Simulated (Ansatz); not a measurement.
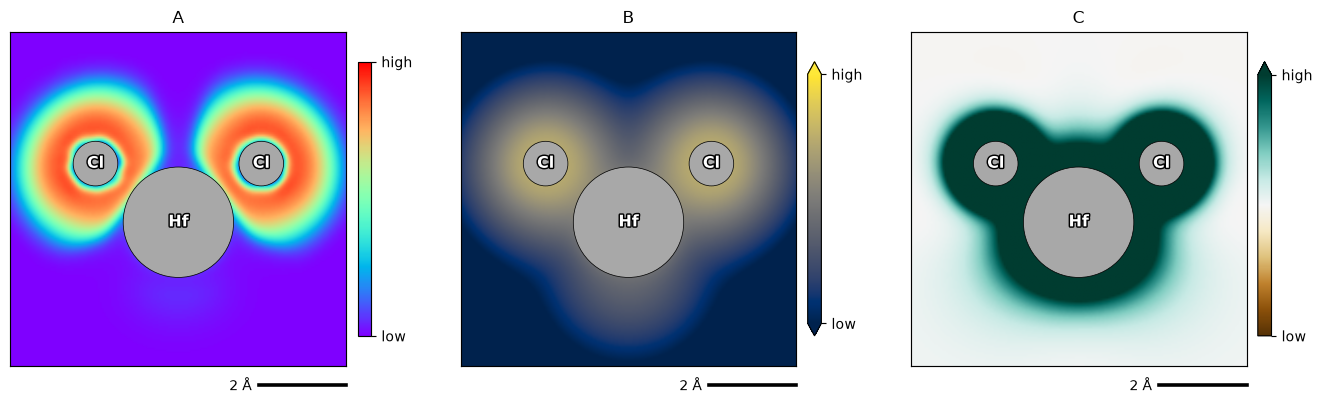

Cl4Hf (SMILES [Cl][Hf]([Cl])([Cl])[Cl]): 3 fields on the plane of atoms Cl4, Hf2 and Cl5, with unlabelled colour scales. Grey discs cover the atomic cores.

Geometry: PBE0-D4/def2-TZVP; core potentials replace the inner electrons of Hf.

The calculation used RKS PBE0-D4/def2-TZVPP in Ansatz.

The panels show electron density, electron localisation function and electrostatic potential in some order. Assign them.

Answer. Panel A: electron localisation function. Panel B: electron density. Panel C: electrostatic potential (strongly positive close to the atoms and fading to about zero outside). From the grid: Hf–Cl (2.32 Å): the density is about 0.64 e/Å³ at the midpoint; the ELF peaks at about 0.85 in the valence shell of Cl, 0.8 Å from its nucleus, and is about 0.35 at the midpoint.
